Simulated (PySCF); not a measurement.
SMILES N(C)([Si](C)(C)C)[CH2] (C₅H₁₄NSi), doublet, GFN2-xTB optimised geometry. Atoms within 1.6 Å of the plane z = 0.0 Å (x, y, z in Å): N2 (-0.90, -0.67, -1.42), Si4 (-0.29, 0.17, 0.00), C5 (-0.94, 1.96, 0.00), C6 (1.62, 0.17, 0.00), C7 (-0.91, -0.74, 1.57), H8 (-0.04, -2.52, -0.90), H13 (-0.59, 2.52, -0.86), H14 (-2.02, 2.01, 0.02), H15 (-0.57, 2.47, 0.88), H16 (2.00, -0.84, -0.09), H17 (2.01, 0.59, 0.92), H18 (2.02, 0.75, -0.83), H20 (-0.59, -1.77, 1.57).

Level of theory: unrestricted PBE0/def2-SVP (PySCF). Cells within 0.4 Å of a nucleus heavier than hydrogen are left out (blank, or x).

Map of the HOMO−1 amplitude (α) (bohr^(-3/2)) on the plane z = 0.0 Å; orbital energy -7.97 eV, overall sign arbitrary:

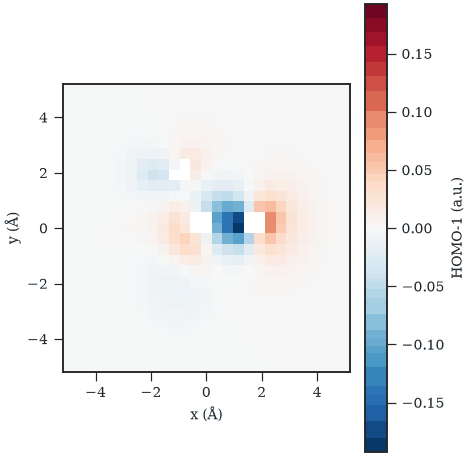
*HOMO−1 amplitude (α) (bohr^(-3/2)) on the plane z = 0.0 Å.*
